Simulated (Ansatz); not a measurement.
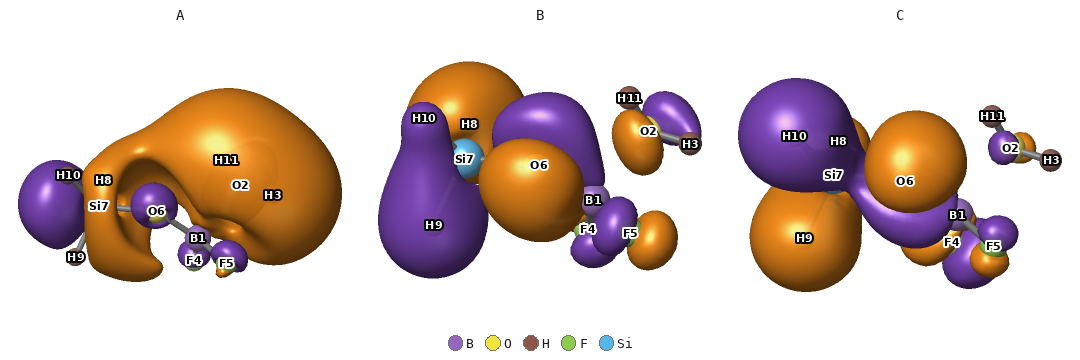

The picture shows: BF2H3OSi···H2O. Three frontier orbitals at ±0.06 Å⁻³ᐟ² (orange and purple are the two phases), in no order.

Method: RKS PBE-D4/def2-SVP (Ansatz 0.2.0).

```xyz
11

B    -0.0099    0.4856    0.4148
O    -0.6166   -0.8137    1.5625
H    -1.2787   -1.3119    1.0398
F     1.2493    0.0564    0.1274
F    -0.9318    0.3208   -0.5829
O    -0.1629    1.6053    1.2392
Si    1.0704    2.5744    1.8569
H     1.9643    1.7906    2.7804
H     1.8963    3.1787    0.7569
H     0.3944    3.6610    2.6407
H    -1.1402   -0.2563    2.1762
```

Which picture is the HOMO−1, the HOMO and the LUMO?

C is the HOMO−1 (−7.51 eV). Its weight (Hirshfeld) is mainly on O6 (about 40 %), Si7 (about 20 %), H10 (about 15 %), H9 (about 10 %) and F4 (about 10 %). B is the HOMO (−7.16 eV). Its weight (Hirshfeld) is mainly on O6 (about 45 %), Si7 (about 15 %), H8 (about 15 %) and H9 (about 10 %). A is the LUMO (−0.63 eV). It lies mainly on H11 (about 25 %), H3 (about 25 %), O2 (about 20 %), Si7 (about 15 %) and B1 (about 5 %).

What is the HOMO–LUMO gap?

6.53 eV between the orbital energies.
